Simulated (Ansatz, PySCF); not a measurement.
Potential energy curve for SeNa (cation, charge +1), lowest triplet found (which spin is the ground state isn't settled by this scan).

Levels: UKS-B3LYP/6-31G* = unrestricted B3LYP/6-31G*, spherical d (PySCF 2.14.0); ROMP2 = MP2 on ROHF/aug-cc-pVDZ, cores with 3d frozen in Ansatz (an electronic-structure program); FCI = full CI/aug-cc-pVDZ, cores with 3d frozen run with Ansatz.

Energies are in mEh, each relative to the lowest point of its own curve between 2.47 and 3.60 Å, where full CI is lowest.

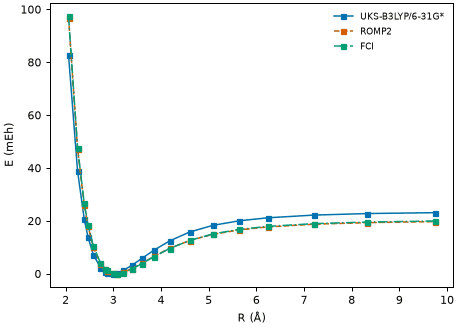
*Energy against bond length for each method.*

```tsv
R / Å	UKS-B3LYP/6-31G*	ROMP2	FCI
2.06	82.8	96.9	97.4
2.25	38.8	47.1	47.7
2.39	20.6	26.1	26.6
2.47	13.8	18.0	18.4
2.58	7.2	10.1	10.5
2.73	2.3	3.8	4.1
2.82	0.8	1.8	1.9
2.86	0.4	1.1	1.3
3.00	0.0	0.1	0.1
3.07	0.2	0.0	0.0
3.21	1.2	0.5	0.4
3.39	3.2	1.9	1.8
3.60	5.8	4.0	3.8
3.85	8.9	6.5	6.4
4.18	12.4	9.6	9.5
4.60	15.7	12.5	12.6
5.08	18.2	14.9	15.0
5.64	20.0	16.6	16.7
6.24	21.1	17.7	17.9
7.20	22.1	18.7	18.9
8.33	22.7	19.3	19.5
9.74	23.1	19.7	19.9
```

At the longest distance, 9.74 Å, UKS-B3LYP/6-31G* lies highest above its minimum (23.1 mEh) and ROMP2 lowest (19.7 mEh).
